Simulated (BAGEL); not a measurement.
# AlH2Br (SMILES [H][Al]([H])[Br]): HF/STO-3G (density fitting with qzvpp-jkfit)

What is the energy change on altering one bond length of AlH2Br at HF/STO-3G (density fitting with qzvpp-jkfit)? 

The results are computed with BAGEL 1.2.2.

18 further runs of the same task are left out: 8 for a known fault of the program, 9 that didn't finish, 1 set aside as unsound or not needed. Runs told in other sessions of the task aren't counted.

## Step 1: Starting point

AlH2Br has 4 atoms, charge 0, and is taken as a singlet. SMILES: `[H][Al]([H])[Br]`. The shape comes from GFN2-xTB, which is rough for such elements, and wasn't checked as a minimum.

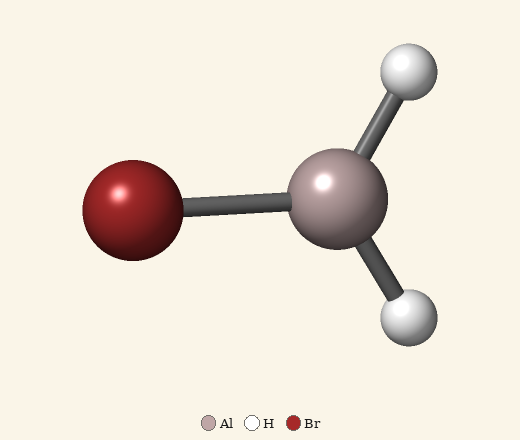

The structure, seen from a chosen angle (aluminium light grey, hydrogen white, bromine red).

## Step 2: The energy at HF/STO-3G (density fitting with qzvpp-jkfit)

input.json

```json
{ "bagel" : [

{
  "title" : "molecule",
  "basis" : "sto-3g",
  "df_basis" : "qzvpp-jkfit",
  "angstrom" : "true",
  "geometry" : [
    { "atom" : "Al", "xyz" : [       0.085960,       0.143320,       0.001240 ] },
    { "atom" : "H", "xyz" : [       1.619870,       0.141230,       0.011920 ] },
    { "atom" : "H", "xyz" : [      -0.640600,       1.494120,      -0.021230 ] },
    { "atom" : "Br", "xyz" : [      -1.065230,      -1.778670,       0.008060 ] }
  ]
},

{ "title" : "hf" },

{ "title" : "print", "file" : "orbitals.molden", "orbitals" : "true" }

]}
```

Command:

```sh
$ BAGEL_NUM_THREADS=1 BAGEL input.json > input.out
```

Log:

```text
* using 1 threads per process

  ===============================================================
  ===============================================================

  *** Geometry ***

  { "atom" : "Al", "xyz" : [      0.162441,      0.270836,      0.002343 ] },
  { "atom" : "H", "xyz" : [      3.061111,      0.266886,      0.022526 ] },
  { "atom" : "H", "xyz" : [     -1.210559,      2.823478,     -0.040119 ] },
  { "atom" : "Br", "xyz" : [     -2.012993,     -3.361199,      0.015231 ] },

  Number of auxiliary basis functions:      430

  Since a DF basis is specified, we compute 2- and 3-index integrals:
    o Being stored without compression. Storage requirement is 0.003 GB

  Number of basis functions:       29
  Number of electrons      :       50

    * METHOD: MOLECULE                             0.13

  *** RHF ***

  === Nuclear Repulsion ===
   127.8636788343

      * DIIS with orbital gradients will be used.

  === RHF iteration (sto-3g) ===
      0      -2784.86252406          0.00970551           0.02
      1      -2784.90360022          0.00173729           0.02
      2      -2784.90476429          0.00041242           0.02
      3      -2784.90486154          0.00004098           0.02
      4      -2784.90486257          0.00000819           0.02
      5      -2784.90486262          0.00000081           0.02
      6      -2784.90486262          0.00000008           0.02
      7      -2784.90486262          0.00000001           0.02
      8      -2784.90486262          0.00000000           0.02
    * SCF iteration converged.

    * Permanent dipole moment:
           (   -0.463498,    -0.773132,    -0.002407) a.u.

    * METHOD: HF                                   0.27

    * METHOD: PRINT                                0.00

  ===============================================================
```

It took 0.52 s on 1 thread of Arm Neoverse V1, shared host; peak memory 0.15 GiB.

## Step 3: The distorted shape, same level

job.json

```json
{ "bagel" : [

{
  "title" : "molecule",
  "basis" : "sto-3g",
  "df_basis" : "qzvpp-jkfit",
  "angstrom" : true,
  "geometry" : [
    { "atom" : "Al", "xyz" : [       1.467362,       2.449665,      -0.006944 ] },
    { "atom" : "H", "xyz" : [       3.001272,       2.447575,       0.003736 ] },
    { "atom" : "H", "xyz" : [       0.740802,       3.800465,      -0.029414 ] },
    { "atom" : "Br", "xyz" : [      -1.065230,      -1.778670,       0.008060 ] }
  ]
},

{ "title" : "hf" },

{ "title" : "print", "file" : "orbitals.molden", "orbitals" : true }

]}
```

Command:

```sh
$ BAGEL_NUM_THREADS=1 BAGEL job.json > job.out
```

Log:

```text
* using 1 threads per process

  ===============================================================
  ===============================================================

  *** Geometry ***

  { "atom" : "Al", "xyz" : [      2.772912,      4.629196,     -0.013122 ] },
  { "atom" : "H", "xyz" : [      5.671582,      4.625246,      0.007060 ] },
  { "atom" : "H", "xyz" : [      1.399913,      7.181838,     -0.055584 ] },
  { "atom" : "Br", "xyz" : [     -2.012993,     -3.361199,      0.015231 ] },

  Number of auxiliary basis functions:      430

  Since a DF basis is specified, we compute 2- and 3-index integrals:
    o Being stored without compression. Storage requirement is 0.003 GB

  Number of basis functions:       29
  Number of electrons      :       50

    * METHOD: MOLECULE                             0.11

  *** RHF ***

  === Nuclear Repulsion ===
    64.3372256381

      * DIIS with orbital gradients will be used.

  === RHF iteration (sto-3g) ===
      0      -2784.55821412          0.00879893           0.02
      1      -2784.09835587          0.00912571           0.02
      2      -2784.57565491          0.00511623           0.02
      3      -2784.58008412          0.00343949           0.02
      4      -2784.09245611          0.00975542           0.02
      5      -2784.09327015          0.00963213           0.02
      6      -2784.58324825          0.00157488           0.02
      7      -2784.59194049          0.00165671           0.02
      8      -2784.09032910          0.01010690           0.02
      9      -2784.58377456          0.00135429           0.02
     10      -2784.58362206          0.00078547           0.02
     11      -2784.58612712          0.00109579           0.02
     12      -2784.09483021          0.00941801           0.02
     13      -2784.58376594          0.00046853           0.02
     14      -2784.09371217          0.00966255           0.02
     15      -2784.09278492          0.00972092           0.02
     16      -2784.58365327          0.00037724           0.02
     17      -2784.58909010          0.00139819           0.02
     18      -2784.59200193          0.00158467           0.02
     19      -2784.58489349          0.00081236           0.02
     20      -2784.58378303          0.00042537           0.02
     21      -2784.60382477          0.00134835           0.02
     22      -2784.59958553          0.00286257           0.02
     23      -2784.59728814          0.00338949           0.02
     24      -2784.59687605          0.00350022           0.02
     25      -2784.59898959          0.00307845           0.02
     26      -2784.58683453          0.00541485           0.02
     27      -2784.53054631          0.01060310           0.02
     28      -2784.44980188          0.01481354           0.02
     29      -2784.59535333          0.00362708           0.02
     30      -2784.60380069          0.00143527           0.02
     31      -2784.60581577          0.00014216           0.02
     32      -2784.60585290          0.00013125           0.02
     33      -2784.60588244          0.00013429           0.02
     34      -2784.60617658          0.00029492           0.02
     35      -2784.60615779          0.00023513           0.02
     36      -2784.60638783          0.00015518           0.02
     37      -2784.60645509          0.00050236           0.02
     38      -2784.60530135          0.00124778           0.02
     39      -2784.60616006          0.00063394           0.02
     40      -2784.59852715          0.00322397           0.02
     41      -2784.60324268          0.00206521           0.02
     42      -2784.60695414          0.00013394           0.02
     43      -2784.60698987          0.00002991           0.02
     44      -2784.60699017          0.00014390           0.02
     45      -2784.60700836          0.00001313           0.02
     46      -2784.60701252          0.00006403           0.02
     47      -2784.60701425          0.00004922           0.02
     48      -2784.60701545          0.00003477           0.02
     49      -2784.60701619          0.00001982           0.02
     50      -2784.60701463          0.00004504           0.02
     51      -2784.60701713          0.00000899           0.02
     52      -2784.60701721          0.00000579           0.02
     53      -2784.60701729          0.00000035           0.02
     54      -2784.60701729          0.00000007           0.02
     55      -2784.60701729          0.00000000           0.02
    * SCF iteration converged.

    * Permanent dipole moment:
           (   -2.668003,    -4.454016,     0.012197) a.u.

    * METHOD: HF                                   1.14

    * METHOD: PRINT                                0.00

  ===============================================================
```

Run time: 1.4 s. Hardware: 1 thread of Arm Neoverse V1, shared host; peak memory 0.15 GiB.

## Step 4: Summary of results

Level: HF/STO-3G (density fitting with qzvpp-jkfit).

| quantity | value |
| --- | --- |
| first shape: total energy | -2784.90486 Eh |
| first shape: dipole moment | 2.29 D |
| first shape: HOMO energy | -7.81 eV |
| first shape: LUMO energy | 7.94 eV |
| first shape: HOMO–LUMO gap | 15.75 eV |
| distorted shape: total energy | -2784.60702 Eh |
| distorted shape: dipole moment | 13.20 D |
| distorted shape: HOMO energy | -2.42 eV |
| distorted shape: LUMO energy | 0.93 eV |
| distorted shape: HOMO–LUMO gap | 3.35 eV |
| energy change with the Al1–Br4 bond stretched from 2.240 to 4.929 Å | 8.105 eV |

In words: With the Al1–Br4 bond stretched from 2.240 to 4.929 Å the energy rises by 8.10 eV (187 kcal/mol). The first shape isn't relaxed at this level, so the change isn't measured from a minimum. A restricted reference can't describe the breaking bond well at this length. The minimal basis adds a large error of its own.
